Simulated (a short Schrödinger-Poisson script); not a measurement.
System: gated Al0.33Ga0.67N/GaN polarisation-induced gas, at 300 K.

```tsv
layer	material	thickness (nm)	Na (cm⁻³)
1	Al0.33Ga0.67N	30	-
2	GaN	6000	1e14
```

The device is made up for the run: typed textbook-type constants, with dimensions and the other settings drawn at random. Al0.33Ga0.67N: permittivity 9.3, conduction-band edge (eV) 0.462, gap (eV) 4.09, electron mass (mₑ) 0.24, Nv at 300 K (cm⁻³) 4.6e19. GaN: permittivity 9.5, conduction-band edge (eV) 0, gap (eV) 3.43, Nv at 300 K (cm⁻³) 4.6e19.

Channel valleys (confinement mass, in-plane density-of-states mass, number): Γ 0.2, 0.2, 1. At the gate the conduction-band edge of layer 1 lies 1.27 eV − eVg above the Fermi level of the channel; the field vanishes at the back. Sheet of polarisation charge: +1.6e13 e/cm² at 30 nm from the gate. The barrier under the gate holds no holes. Gaps are held at their typed values at every temperature. Mesh 0.08 nm at interfaces.

From a short Schrödinger-Poisson script (our own, NumPy): 1D Poisson equation in equilibrium, electrons quantum, Hartree plus LDA exchange-correlation (BenDaniel-Duke, 40 states a valley, the channel's in-plane mass for all, wave functions free to enter the barrier), parabolic valleys, classical holes, full ionisation, no traps, pinning or gate leakage.

Only gate voltages with over 1e8 electrons/cm² are shown.

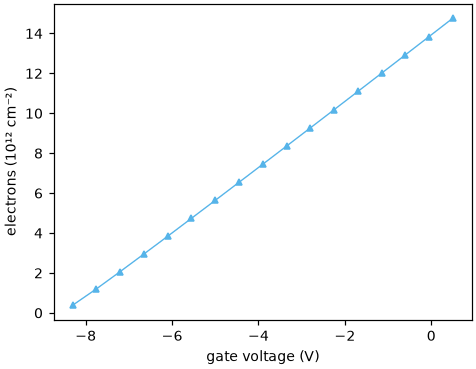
Sheet density against gate voltage

```
Vg (V)  electrons (cm⁻²)  in the channel layer  C (μF/cm²)  Γ E0 (meV)  Γ E1 (meV)
------  ----------------  --------------------  ----------  ----------  ----------
0.5              1.48e13               1.33e13       0.269      -154.7         3.0
-0.05            1.38e13               1.26e13       0.268      -145.5         6.5
-0.6             1.29e13               1.19e13       0.268      -136.2         9.9
-1.15            1.20e13               1.11e13       0.267      -126.7        13.3
-1.7             1.11e13               1.04e13       0.266      -117.1        16.6
-2.25            1.02e13               9.57e12       0.266      -107.3        19.9
-2.8             9.27e12               8.78e12       0.265       -97.4        23.3
-3.35            8.36e12               7.97e12       0.265       -87.4        26.7
-3.9             7.45e12               7.14e12       0.264       -77.1        30.1
-4.45            6.54e12               6.31e12       0.264       -66.6        33.6
-5               5.64e12               5.47e12       0.263       -55.8        37.1
-5.55            4.74e12               4.62e12       0.262       -44.5        40.9
-6.1             3.84e12               3.77e12       0.260       -32.3        44.9
-6.65            2.95e12               2.91e12       0.258       -18.9        49.6
-7.2             2.07e12               2.05e12       0.255        -3.0        55.6
-7.75            1.21e12               1.20e12       0.248        18.5        64.8
-8.3             3.87e11               3.86e11       0.223        59.4        88.1
```

Subbands count from the Fermi level.
